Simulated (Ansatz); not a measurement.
The figure comes from a scan of Al2Cu (Al2Cu type, space group I4/mcm): one Al atom of a 6-atom cell moves by u along (1.00, 0.00, 0.00) and v along (0.00, 1.00, 0.00). All values below come from PBE (plane waves to 420 eV, PAW, scalar-relativistic; Ansatz, a first-principles code). k mesh 10×10×10 (Γ-centred), Fermi-Dirac smearing 0.05 eV. Points where atoms come too close for the PAW data are left out (x in tables, blank in figures). With partly filled bands, energies and forces of such displacements shift with the k mesh and the smearing. Fu and Fv are the components of the force on the atom. Al2Cu is run without spin polarisation. Al2Cu was relaxed with its symmetry unable to fall. The PAW data are Ansatz's earlier set. 

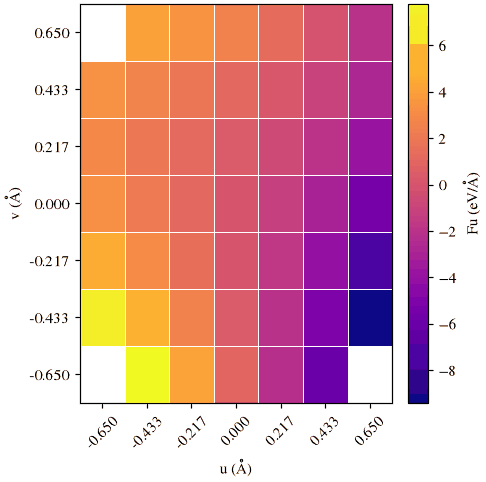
Fig. 1. Fu (eV/Å), one tile a computed point.

Problem. Read the plotted values off the figure, to the accuracy that the plot allows.

Solution. To the nearest 2:

Fu (eV/Å), with u across and v down:

| v \ u | -0.650 | -0.433 | -0.217 | 0.000 | 0.217 | 0.433 | 0.650 |
|---|---|---|---|---|---|---|---|
| -0.650 | x | 8 | 4 | 0 | -2 | -6 | x |
| -0.433 | 8 | 4 | 2 | 0 | -2 | -6 | -10 |
| -0.217 | 4 | 2 | 2 | 0 | -2 | -4 | -8 |
| 0.000 | 4 | 2 | 2 | 0 | -2 | -2 | -6 |
| 0.217 | 2 | 2 | 2 | 0 | 0 | -2 | -4 |
| 0.433 | 4 | 2 | 2 | 2 | 0 | -2 | -2 |
| 0.650 | x | 4 | 4 | 2 | 2 | 0 | -2 |

(A displaced cell: forces are minus the slopes of the energy, force constants its curvatures, and phonons follow from these.)
